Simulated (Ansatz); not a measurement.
**How methods differ on GeH3 (SMILES [GeH3])**

The species is GeH3 (4 atoms), meant as a doublet with charge 0. SMILES: `[GeH3]`. Geometry: relaxed at PBE0-D4/def2-TZVP.

```xyz
4

Ge    0.2146   -0.1259   -0.2494
H     1.0550    0.1096    1.0183
H    -0.8828   -1.1759   -0.0001
H    -0.3868    1.1922   -0.7688
```

Quantity: the electronic atomisation energy, in eV. The values are calculated. Electronic energies at fixed atoms, without zero-point motion or spin-orbit coupling.

```
          level                    kind  program  value (eV)  less FCI/STO-3G  CPU time (all runs)
    UPBE/STO-3G                     GGA   Ansatz       14.06            +2.01                7.1 s
U-r2SCAN/STO-3G                meta-GGA   Ansatz       14.14            +2.09                 25 s
  UBHLYP/STO-3G           global hybrid   Ansatz       13.74            +1.69                2.6 s
   UPBE0/STO-3G           global hybrid   Ansatz       13.85            +1.80                5.1 s
  UHSE06/STO-3G  range-separated hybrid   Ansatz       13.86            +1.81                7.9 s
UCCSD(T)/STO-3G   coupled cluster or CI   Ansatz       12.04            -0.01                0.4 s
   UCCSD/STO-3G   coupled cluster or CI   Ansatz       12.03            -0.02               0.38 s
     FCI/STO-3G      exact in the basis   Ansatz       12.05             0.00               0.74 s
```

FCI/STO-3G is exact within its basis and frozen core, so for wave-function methods in that basis the difference is their error; functionals converge differently with the basis, so for them it is only a difference. All-electron rows without a relativistic Hamiltonian named are non-relativistic. The values span 12.03 to 14.14 eV. Spin contamination of the reference (⟨S²⟩ at least 0.1 too high) touches UPBE/STO-3G, U-r2SCAN/STO-3G, UPBE0/STO-3G, UHSE06/STO-3G. All rows use very small basis sets, so even the best lies far from the true value. In the correlated wave-function rows the outer d shell of Ge is correlated, in sets not made for it. Times are those of the runs behind each value, whatever else they computed, on shared processors of several kinds: orders of magnitude only.

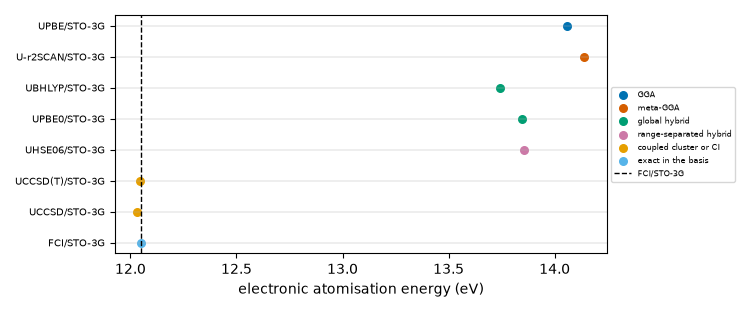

The values of the table, level by level.
